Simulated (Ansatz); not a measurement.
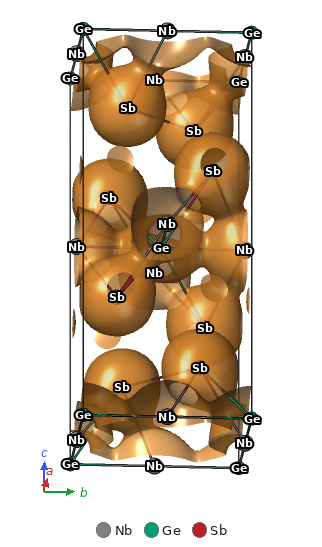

Figure. Nb$_{2}$GeSb$_{4}$. Isosurface of the valence electron density at 0.3 e/Å³ (orange), seen at an oblique angle. Sticks mark near contacts.

Space group I-42m; a structure from a database of computed crystals, not necessarily the ambient phase; started from the Li2WS4-121 prototype, which need not be the ambient phase.

All numbers below come from DFT, PBEsol, plane waves, PAW (Ansatz).

```
CELL_PARAMETERS angstrom
5.21378 0.00000 0.00000
0.00000 5.21378 0.00000
0.00000 0.00000 12.47103
ATOMIC_POSITIONS crystal
Nb 0.00000 0.50000 0.00000
Nb 0.50000 0.00000 0.50000
Nb 0.50000 0.00000 0.00000
Nb 0.00000 0.50000 0.50000
Ge 0.00000 0.00000 0.00000
Ge 0.50000 0.50000 0.50000
Sb 0.78566 0.21434 0.33415
Sb 0.28566 0.71434 0.83415
Sb 0.28566 0.28566 0.16585
Sb 0.78566 0.78566 0.66585
Sb 0.21434 0.78566 0.33415
Sb 0.71434 0.28566 0.83415
Sb 0.21434 0.21434 0.66585
Sb 0.71434 0.71434 0.16585
```

> What does this surface tell about the bonding?

At this value the density is joined into sheets; it holds about 85 % of the electrons treated as valence (semicore included). It bridges the sampled Nb–Ge (2.61 Å) and Nb–Sb (2.78 Å) contacts, where the density stays above the isovalue. It is pinched off along the sampled Ge–Sb (2.95 Å) and Sb–Sb (3.16 Å) contacts. On the grid the lowest density along these lines, outside the cores, is 0.39 e/Å³ (Nb–Ge, 2.61 Å), 0.39 e/Å³ (Nb–Sb, 2.78 Å), 0.26 e/Å³ (Ge–Sb, 2.95 Å) and 0.2 e/Å³ (Sb–Sb, 3.16 Å).
